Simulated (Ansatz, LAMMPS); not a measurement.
**Relaxing a frame of liquid ethyl methyl carbonate from 300 K (120 atoms)**

Aim: bring a frame of liquid ethyl methyl carbonate from 300 K (120 atoms) to a nearby minimum of the energy and see what moves.

Calculated with Ansatz 0.2.0; Kohn-Sham DFT, PBE+D4, PAW (set soft_2), plane waves.

## 1. Set-up

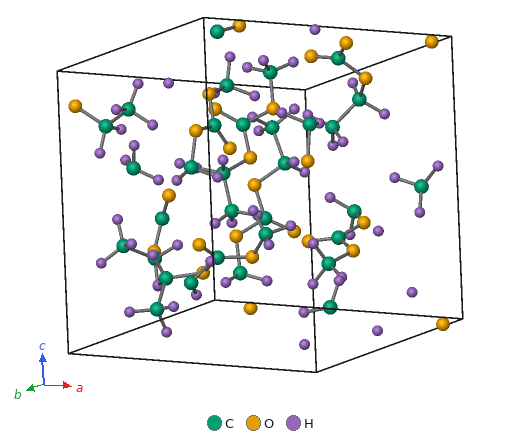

Start, viewed from a free direction; carbon teal, oxygen orange, hydrogen purple. Bonds to atoms that aren't drawn are left out. Some periodic images of atoms are drawn too.

The cell holds 120 atoms: 32 C, 24 O and 64 H. Its edges and angles: a = 11.104 Å, b = 11.104 Å, c = 11.104 Å, α = 90.0°, β = 90.0°, γ = 90.0°. 8 ethyl methyl carbonate placed at random, at 1.01 g/cm³; overlaps pushed apart, then 10 ps at 450 K with MMFF94 bonds, angles, torsions, charges and radii (Halgren, J. Comput. Chem. 17, 490 (1996)) in harmonic and 12-6 forms. Snapshot after 20 ps at 300 K and fixed volume.

Limits known from the start: The network of contacts between molecules at the start is that of the classical potential that made the cell. The density was typed from a rule of thumb and may lie off the real one at this temperature. Only the Γ point is sampled, in a cell whose shortest periodic width is 11 Å.

## 2. The classical run that made the cell

A classical potential supplies the starting structure, since it reaches far longer times than DFT.

This step: classical MD, MMFF94 bonds, angles, torsions, charges and radii (Halgren, J. Comput. Chem. 17, 490 (1996)) in harmonic and 12-6 forms (LAMMPS 22 Jul 2025 - Update 4).

in.lmp

```
# liquid ethyl methyl carbonate
units real
atom_style full
boundary p p p
bond_style harmonic
angle_style harmonic
dihedral_style opls
improper_style harmonic
special_bonds lj 0 0 0.5 coul 0 0 0.75
read_data data.lmp
neigh_modify delay 0 every 1 check yes one 4000
comm_modify cutoff 12.0
timestep 0.5
thermo_style custom step time temp pe press density
thermo_modify norm yes
# push overlapping molecules apart
pair_style soft 2.6
pair_coeff * * 0.0
variable a equal ramp(1,60)
fix ad all adapt 1 pair soft a * * v_a
velocity all create 450 878621 mom yes dist gaussian
fix lim all nve/limit 0.03
fix lan all langevin 450 450 50 878622 zero yes
thermo 1000
run 3000 post no
unfix ad
pair_style lj/cut/coul/long 9.0
pair_modify mix arithmetic tail yes
pair_coeff 1 1 0.0678 3.3680   # C
pair_coeff 2 2 0.0763 3.0430   # O
pair_coeff 3 3 0.0678 3.4070   # C
pair_coeff 4 4 0.0763 2.9870   # O
pair_coeff 5 5 0.0216 2.5400   # H
kspace_style pppm 1.0e-4
# [... 17 lines left out ...]
compute msd all msd com yes
thermo 5000
fix md all nvt temp 300 300 100
run 20000 post no
print "== T300: mean square displacement over the hold $(c_msd[4]:%.2f) A^2"
unfix md
uncompute msd
write_dump all custom T300.dump id type xs ys zs modify sort id
```

The run is started by

```
$ lmp -in in.lmp -log none -nocite
```

Numbers of over 12 decimals in the logs are rounded to 6 here.

The program printed:

```text
LAMMPS (22 Jul 2025 - Update 4)
Reading data file ...
  orthogonal box = (0 0 0) to (11.10443 11.10443 11.10443)
  120 atoms
  orthogonal box = (0 0 0) to (11.10443 11.10443 11.10443)
  112 bonds
  184 angles
  152 dihedrals
  8 impropers
   Step          Time           Temp          PotEng         Press         Density
         0   0              450            0.19619595     1558.3255      1.010001
      1000   500            406.9421       1.2409513      15150.284      1.010001
      2000   1000           466.81424      1.1963398      20084.756      1.010001
      3000   1500           439.09001      1.3204334      16104.596      1.010001
Loop time of 0.447019 s on 1 MPI rank(s) for 3000 steps with 120 atoms
PPPM initialization ...
  G vector (1/distance) = 0.28726708
  grid = 6 6 6
  estimated relative force accuracy = 3.7399726e-05
   Step          Time           Temp          PotEng         Press         Density
[... 14 lines left out ...]
      2000   1000           449.15071     -2.0566184     -793.86534      1.010001
Loop time of 2.079 s on 1 MPI rank(s) for 2000 steps with 120 atoms
   Step          Time           Temp          PotEng         Press         Density
      2000   1000           449.15071     -2.0566184     -793.86534      1.010001
[... 5 lines left out ...]
Loop time of 7.38816 s on 1 MPI rank(s) for 10000 steps with 120 atoms
   Step          Time           Temp          PotEng         Press         Density
[... 4 lines left out ...]
Loop time of 4.44814 s on 1 MPI rank(s) for 5000 steps with 120 atoms
   Step          Time           Temp          PotEng         Press         Density
[... 2 lines left out ...]
     25000   24000          267.33571     -2.1876861     -827.49921      1.010001
     30000   29000          310.70084     -2.4016797      6630.0576      1.010001
     35000   34000          337.74474     -2.3942383      9719.3012      1.010001
     37000   36000          330.38149     -2.4465102      9.0915244      1.010001
Loop time of 15.8857 s on 1 MPI rank(s) for 20000 steps with 120 atoms
== T300: mean square displacement over the hold 12.32 A^2
```

Elapsed: 31 s, on 1 thread of Intel Xeon Platinum 8175M at 2.50GHz (Skylake/Cascade Lake), shared host; peak memory 0.12 GiB.

The input also reads data.lmp (atoms, bonds and types; not printed here).

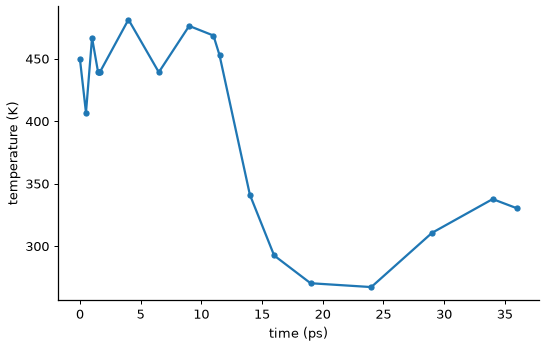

Temperature against time.

## 3. Single point at the start

The forces at the start show how far the geometry lies from a minimum of this functional.

input.yaml

```yaml
crystal:
  lattice:
    - [11.10443, 0.0, 0.0]
    - [0.0, 11.10443, 0.0]
    - [0.0, 0.0, 11.10443]
  atoms:
    - { symbol: C, position: [0.71283, 0.34772, 0.72549] }
    - { symbol: C, position: [0.80014, 0.30507, 0.82135] }
    - { symbol: O, position: [0.75981, 0.19042, 0.87179] }
    - { symbol: C, position: [0.65592, 0.19616, 0.93713] }
    - { symbol: O, position: [0.60198, 0.28798, 0.9576] }
    - { symbol: O, position: [0.62295, 0.08331, 0.96741] }
    - { symbol: C, position: [0.50832, 0.07085, 0.02165] }
    - { symbol: H, position: [0.6274, 0.36926, 0.76716] }
    - { symbol: H, position: [0.75786, 0.42491, 0.67851] }
    - { symbol: H, position: [0.70682, 0.27141, 0.65872] }
    - { symbol: H, position: [0.81714, 0.37315, 0.89386] }
    - { symbol: H, position: [0.88464, 0.27965, 0.77071] }
    - { symbol: H, position: [0.53006, 0.04031, 0.11192] }
    - { symbol: H, position: [0.45283, 0.15667, 0.01645] }
    - { symbol: H, position: [0.44842, 0.99981, 0.98745] }
    - { symbol: C, position: [0.15882, 0.79531, 0.8363] }
    - { symbol: C, position: [0.14237, 0.92432, 0.79993] }
    - { symbol: O, position: [0.05296, 0.97576, 0.87483] }
    - { symbol: C, position: [0.08448, 0.05265, 0.96577] }
    - { symbol: O, position: [0.1866, 0.07233, 0.99741] }
    - { symbol: O, position: [0.98333, 0.10674, 0.00019] }
    - { symbol: C, position: [0.01484, 0.18004, 0.09645] }
    - { symbol: H, position: [0.07748, 0.74233, 0.82022] }
    - { symbol: H, position: [0.23149, 0.75711, 0.77884] }
    - { symbol: H, position: [0.19179, 0.77815, 0.92607] }
    - { symbol: H, position: [0.11936, 0.93322, 0.70477] }
    - { symbol: H, position: [0.22864, 0.96498, 0.8023] }
    - { symbol: H, position: [0.06044, 0.11857, 0.16348] }
    - { symbol: H, position: [0.07858, 0.25358, 0.07166] }
    - { symbol: H, position: [0.92942, 0.21671, 0.13041] }
    - { symbol: C, position: [0.08989, 0.54134, 0.07595] }
    - { symbol: C, position: [0.15035, 0.57338, 0.19573] }
    - { symbol: O, position: [0.26254, 0.50908, 0.21023] }
    - { symbol: C, position: [0.25458, 0.39419, 0.24185] }
    - { symbol: O, position: [0.15906, 0.35473, 0.27376] }
    - { symbol: O, position: [0.36451, 0.34275, 0.24188] }
    - { symbol: C, position: [0.35388, 0.22818, 0.29989] }
    - { symbol: H, position: [0.00041, 0.57799, 0.06739] }
    - { symbol: H, position: [0.14781, 0.57926, 0.00624] }
    - { symbol: H, position: [0.09812, 0.44245, 0.06744] }
    - { symbol: H, position: [0.09161, 0.55631, 0.27126] }
    - { symbol: H, position: [0.17704, 0.67451, 0.19242] }
    - { symbol: H, position: [0.30967, 0.2333, 0.38176] }
    - { symbol: H, position: [0.31943, 0.15276, 0.24596] }
    - { symbol: H, position: [0.44462, 0.20821, 0.33236] }
    - { symbol: C, position: [0.03784, 0.57534, 0.57811] }
    - { symbol: C, position: [0.93216, 0.58803, 0.48704] }
    - { symbol: O, position: [0.90562, 0.4833, 0.42596] }
    - { symbol: C, position: [0.79957, 0.48153, 0.36561] }
    - { symbol: O, position: [0.725, 0.55993, 0.36216] }
    - { symbol: O, position: [0.79408, 0.37714, 0.29881] }
    - { symbol: C, position: [0.68148, 0.35783, 0.24217] }
    - { symbol: H, position: [0.11587, 0.54004, 0.53544] }
    - { symbol: H, position: [0.05787, 0.65976, 0.62438] }
    - { symbol: H, position: [0.00848, 0.51594, 0.64578] }
    - { symbol: H, position: [0.95133, 0.6563, 0.41928] }
    - { symbol: H, position: [0.85127, 0.61338, 0.53612] }
    - { symbol: H, position: [0.60936, 0.33545, 0.30446] }
    - { symbol: H, position: [0.66005, 0.43352, 0.18304] }
    - { symbol: H, position: [0.68805, 0.28422, 0.18104] }
    - { symbol: C, position: [0.16807, 0.87953, 0.3696] }
    - { symbol: C, position: [0.29754, 0.8877, 0.33538] }
    - { symbol: O, position: [0.35717, 0.99012, 0.38305] }
    - { symbol: C, position: [0.38913, 0.98076, 0.50026] }
    - { symbol: O, position: [0.36869, 0.89476, 0.56428] }
    - { symbol: O, position: [0.44723, 0.08186, 0.53712] }
    - { symbol: C, position: [0.46178, 0.08294, 0.66908] }
    - { symbol: H, position: [0.15742, 0.89558, 0.4655] }
    - { symbol: H, position: [0.11268, 0.94226, 0.31673] }
    - { symbol: H, position: [0.144, 0.78558, 0.35741] }
    - { symbol: H, position: [0.30686, 0.89041, 0.23935] }
    - { symbol: H, position: [0.34273, 0.80668, 0.3707] }
    - { symbol: H, position: [0.53767, 0.14362, 0.68919] }
    - { symbol: H, position: [0.37334, 0.12051, 0.71083] }
    - { symbol: H, position: [0.47731, 0.99474, 0.70418] }
    - { symbol: C, position: [0.44579, 0.60403, 0.45947] }
    - { symbol: C, position: [0.41691, 0.60341, 0.59132] }
    - { symbol: O, position: [0.53218, 0.60872, 0.65476] }
    [... 36 atom lines left out ...]
    - { symbol: H, position: [0.78055, 0.95816, 0.8327] }
    - { symbol: H, position: [0.78463, 0.73526, 0.68068] }
    - { symbol: H, position: [0.894, 0.84816, 0.67298] }
    - { symbol: H, position: [0.57423, 0.87692, 0.26687] }
    - { symbol: H, position: [0.67516, 0.00411, 0.29012] }
    - { symbol: H, position: [0.72538, 0.85106, 0.27743] }
kpoints:
  mp_grid: { grid: [1, 1, 1] }
hamiltonian:
  xc: pbe
  dispersion: d4
scf:
  occupations: { method: fixed }
output:
  forces: true
  stress: true
  populations: true
  dos:
    method: { smearing: { sigma: 0.15 } }
    de: 0.1
    projected: { site_lists: { C: [C], H: [H], O: [O] } }
  eigenvalues: true
```

The run is started by

```
$ ansatz run input.yaml --threads 4 --pin off --max-ram 8192MiB --backend cpu --events-out ev --progress --plain --runs-dir out
```

The program printed:

```text
Engine: ansatz 0.2.0, x86_64-unknown-linux-gnu
Pseudopotentials: kind: paw
Pseudopotential: C, paw, valence charge 4, recommended cutoff 420 eV (normal), C.paw.azcp
Pseudopotential: O, paw, valence charge 6, recommended cutoff 420 eV (normal), O.paw.azcp
Pseudopotential: H, paw, valence charge 1, recommended cutoff 420 eV (normal), H.paw.azcp
[... 5 lines on functional and potentials left out ...]
Crystal: 120 atoms, lattice volume = 1369.269 Å³
Basis set: ecut = 420 eV, 26865 PW (Γ), exchange–correlation on 150×150×150 points (8 copies of the dense FFT grid, shifted against one another)
Bands: 288, of which v1, the nominal top of the filled ones, is band 168 counted from 1 (167 counted from 0)
Symmetry: 1 space group operations
Space group: P1 (ITA 1), of the structure as read, at distance tolerance 1.1e-4 Å
k-points: 1
[... 7 lines on functional and potentials left out ...]
Initial density: superposition of atomic densities (neutral atoms: chi_scale 0, normalization atom), corrected by the library's trained network
Initial wavefunctions: pseudopotential atomic-orbital guess
Functional: x = pbe(κ = 0.804, μ = 0.219515), c = pbe(β = 0.066725)
SCF iter   1: F=—  HF=-22664.182696 eV  |F-HF|=—  |Δ(HF+E_count)|=         —  Δρ=4.30e-3  dr2=2.89e-1  ethr=1.77e-3  ⟨swp⟩=5.0  Hψ=1005  notcnv=0  defer=117
preconditioner: auto → Resta (q_TF=auto, 2.159 Å⁻¹)  ε∞=2.3  [insulator: Δε(μ)=5.431 eV  Ē_g=15.843 eV  n_scr=250 (ndim 8)  ℏωp=18.0 eV  f_vac=0.295  ε∞_Penn≈2.3]
SCF iter   2: F=—  HF=-22664.146954 eV  |F-HF|=—  |Δ(HF+E_count)|=   3.57e-2  Δρ=2.15e-3  dr2=6.76e-2  ethr=8.60e-5  ⟨swp⟩=3.0  Hψ=502  notcnv=0  defer=118
SCF iter   3: F=—  HF=-22664.152795 eV  |F-HF|=—  |Δ(HF+E_count)|=   5.84e-3  Δρ=1.42e-3  dr2=2.95e-2  ethr=2.01e-5  ⟨swp⟩=3.0  Hψ=343  notcnv=0  defer=118
SCF iter   4: F=—  HF=-22664.148807 eV  |F-HF|=—  |Δ(HF+E_count)|=   3.99e-3  Δρ=3.94e-4  dr2=2.69e-3  ethr=8.79e-6  ⟨swp⟩=3.0  Hψ=343  notcnv=0  defer=118
SCF iter   5: F=—  HF=-22664.148624 eV  |F-HF|=—  |Δ(HF+E_count)|=   1.83e-4  Δρ=1.65e-4  dr2=4.45e-4  ethr=7.99e-7  ⟨swp⟩=2.0  Hψ=326  notcnv=0  defer=118
SCF iter   6: F=—  HF=-22664.148564 eV  |F-HF|=—  |Δ(HF+E_count)|=   6.06e-5  Δρ=8.88e-5  dr2=9.54e-5  ethr=1.32e-7  ⟨swp⟩=2.0  Hψ=344  notcnv=0  defer=118
SCF iter   7: F=—  HF=-22664.147260 eV  |F-HF|=—  |Δ(HF+E_count)|=   1.30e-3  Δρ=2.47e-5  dr2=7.48e-6  ethr=2.84e-8  ⟨swp⟩=2.0  Hψ=456  notcnv=0  defer=118
SCF iter   8: F=—  HF=-22664.147258 eV  |F-HF|=—  |Δ(HF+E_count)|=   1.27e-6  Δρ=1.40e-5  dr2=2.40e-6  ethr=2.23e-9  ⟨swp⟩=2.0  Hψ=339  notcnv=0  defer=118
SCF iter   9: F=—  HF=-22664.147258 eV  |F-HF|=—  |Δ(HF+E_count)|=   6.09e-7  Δρ=4.04e-6  dr2=2.18e-7  ethr=7.13e-10  ⟨swp⟩=2.0  Hψ=339  notcnv=0  defer=118
SCF iter  10: F=-22664.147258 eV  HF=-22664.147258 eV  |F-HF|=1.76e-8  |Δ(HF+E_count)|=   5.79e-8  Δρ=1.50e-6  dr2=3.13e-8  ethr=2.98e-11  ⟨swp⟩=16.0  Hψ=2006  notcnv=0
SCF 1 converged in 10 iterations: F = -22664.147258 eV  dr2 = 3.13e-8
  greatest PAW one-centre occupation: 0.879 electrons in one spin orbital (limit 2), on the O atom at site 49 (counted from 0), in its partial waves of l = 0
SCF converged after 10 iterations
Free energy (F): -22664.147258 eV
Harris-Foulkes:  -22664.147258 eV  (|F-HF|=1.76e-8)
Internal energy: -22664.147258 eV  (E = F + TS)
E sigma→0 (E₀):  -22664.147258 eV
Fermi energy:    -2.032564 eV
--- Per-component energies (eV) ---
  E_band       = -3018.229890
  E_kinetic    = 8004.128525
  E_local      = -30225.367820  (includes V_loc(G=0)·N_el)
  E_nonlocal   = 2132.218645
  E_hartree    = 11537.644945
  E_xc         = -3863.394270
  E_vxc        = -4876.481708  (∫ρ·V_xc dr)
  E_paw        = -7015.516792  (= ΣΔE_a)
  E_vpaw       = -1127.988935  (= ΣTr[D̂ρ^β])
  E_aug_tail   = -0.028944  (compensation charges beyond the density's cutoff)
  E_ewald      = -3228.873454
  E_disp       = -4.958092  (pairwise vdW)
  E_smearing   = -0.000000  (= −TS)
  E_closure    = 0.000000  (closes the sum)
  Σ components = -22664.147258   (vs F -22664.147258, Δ=0.00e0)
--- Forces (eV/Å), atoms counted from 1 ---
  atom   1  C      1.07999304    -0.45340598    -0.71971104
  atom   2  C      0.71043541    -0.27352945    -0.62024661
  atom   3  O     -0.44208945    -0.16232198     0.68289485
  atom   4  C      0.92831390    -0.36370298    -1.14985133
  atom   5  O     -0.64419668     0.65124674     0.57709179
  atom   6  O      0.40024633    -0.05069241    -1.02149537
  atom   7  C     -1.33862564     0.75213379     0.83175924
  atom   8  H     -0.32993291     0.31721729    -0.38070642
  atom   9  H     -0.74641067    -0.33444785     0.30555318
  atom  10  H     -0.26542718     0.74402386     0.44238780
  atom  11  H     -0.08579709    -0.57061014    -0.42946451
  atom  12  H     -0.46075870     0.24873888     1.03261468
  atom  13  H     -0.41018599     0.38795249     0.73609701
  atom  14  H      0.88352562    -0.85691068     0.41103291
[...]
atom 119  H     -0.05722869     0.28410701    -0.55707975
  atom 120  H      0.30172247     0.16866449     0.46702467
  max |Σ_I F_I| component: 1.33e-4 eV/Å
--- Stress (GPa, compression-positive) ---
       -0.182450       0.312394      -0.140088
        0.312394       1.480728       0.101131
       -0.140088       0.101130       0.596494
  P = ⅓ Tr σ = 0.6316 GPa (6.316 kbar)
--- Band table (eV) ---
  k-point 0: bands = ["-24.5661", "-24.3273", "-24.2695", "-24.1216", [... 272 levels ...], "10.1735", "10.1786", "10.2689", "10.3080", "10.3221", "10.3722", "10.4882", "10.5004", "10.5373", "10.6085", "10.6348", "10.7214"]
--- Löwdin populations: 120 sites ---
  site symbol       q [e]
     0      C      4.4417
     1      C      4.0405
     2      O      6.2780
[...]
119      H      0.7805
  spilling = 0.013720 (of n_electrons = 336.000000)
```

Run time: 22 s. Hardware: 4 threads of Intel Xeon Platinum 8175M at 2.50GHz (Skylake/Cascade Lake), shared host; peak memory 1.5 GiB.

The run gave:

| Property | Result |
| --- | --- |
| free energy | -22664.1473 eV |
| free energy per atom | -188.8679 eV/atom |
| SCF cycles | 10 |
| pressure | 0.6316 GPa |
| r.m.s. force component | 0.8198 eV/Å |
| longest force | 4.2 eV/Å |
| Fermi energy | -2.033 eV |
| gap (highest filled to lowest empty level) | 5.425 eV |
| spilling of the projection | 0.01372 |

The r.m.s. force component of 0.82 eV/Å and the pressure of 0.63 GPa set the starting point.

Neighbours are counted within 1.34 Å (H-C), 1.85 Å (C-C), 1.73 Å (C-O).

Length of the force by element and coordination:

```csv
element,coordination,atoms,mean length of the force (eV/Å),spread,least,most
C,all,32,1.77,0.864,0.397,4.20
C,3,8,1.78,0.994,0.397,3.55
C,4,24,1.76,0.816,0.426,4.20
H,all,64,0.895,0.493,0.0656,2.44
O,all,24,1.33,0.600,0.415,2.90
O,1,8,1.25,0.674,0.415,2.49
O,2,16,1.38,0.555,0.722,2.90
```

(Continued in part 2 of 3.)

[Logs are printed without paths, hosts, clocks, repeated set-up lines and the standing remarks that a program may print on its own settings, such as how far it seeks lower states.]

[Hosts, paths, dates, database ids (printed as entryN), source tags and the programs' standing remarks are cut or masked in the printed files.]

[The MMFF94 radii named for the starting cell were scaled by 0.96; in molecules described by MMFF94, hydrogen bound to N, O or S took a small fixed 12-6 site in their place.]
